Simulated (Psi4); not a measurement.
Approach curve of the dimer C2H3N ··· H3B (SMILES CC#N and B). Monomers: optimised at B3LYP-D3(BJ) (def2-TZVP), held rigid. Orientation: lowest of the rigid-body minima from ten starts at GFN2-xTB (searched outside a hard wall at short contacts). Only R, the distance of the centres of mass, is varied, so the lowest point isn't the relaxed dimer. The shortest distances reach bonding range, where SAPT0 and rigid monomers are unreliable.

Calculation: SAPT0/jun-cc-pVDZ, frozen core run with Psi4 1.11.

Components in kcal/mol:

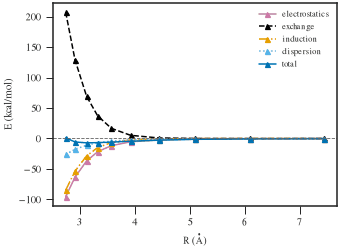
Figure: Components of the interaction energy.

```json
[
 {"R / Å": "2.74", "electrostatics": "-95.48", "exchange": "207.34", "induction": "-84.72", "dispersion": "-26.04", "total": "1.10"},
 {"R / Å": "2.91", "electrostatics": "-63.35", "exchange": "128.88", "induction": "-53.55", "dispersion": "-17.69", "total": "-5.71"},
 {"R / Å": "3.12", "electrostatics": "-36.86", "exchange": "69.29", "induction": "-28.52", "dispersion": "-11.07", "total": "-7.15"},
 {"R / Å": "3.32", "electrostatics": "-21.85", "exchange": "37.27", "induction": "-15.04", "dispersion": "-7.18", "total": "-6.81"},
 {"R / Å": "3.57", "electrostatics": "-11.71", "exchange": "16.68", "induction": "-6.62", "dispersion": "-4.26", "total": "-5.91"},
 {"R / Å": "3.92", "electrostatics": "-5.45", "exchange": "5.23", "induction": "-2.14", "dispersion": "-2.13", "total": "-4.50"},
 {"R / Å": "4.43", "electrostatics": "-2.31", "exchange": "0.91", "induction": "-0.49", "dispersion": "-0.84", "total": "-2.73"},
 {"R / Å": "5.09", "electrostatics": "-1.04", "exchange": "0.08", "induction": "-0.11", "dispersion": "-0.29", "total": "-1.35"},
 {"R / Å": "6.09", "electrostatics": "-0.43", "exchange": "0.00", "induction": "-0.02", "dispersion": "-0.08", "total": "-0.53"},
 {"R / Å": "7.43", "electrostatics": "-0.18", "exchange": "0.00", "induction": "-0.01", "dispersion": "-0.02", "total": "-0.20"}
]
```
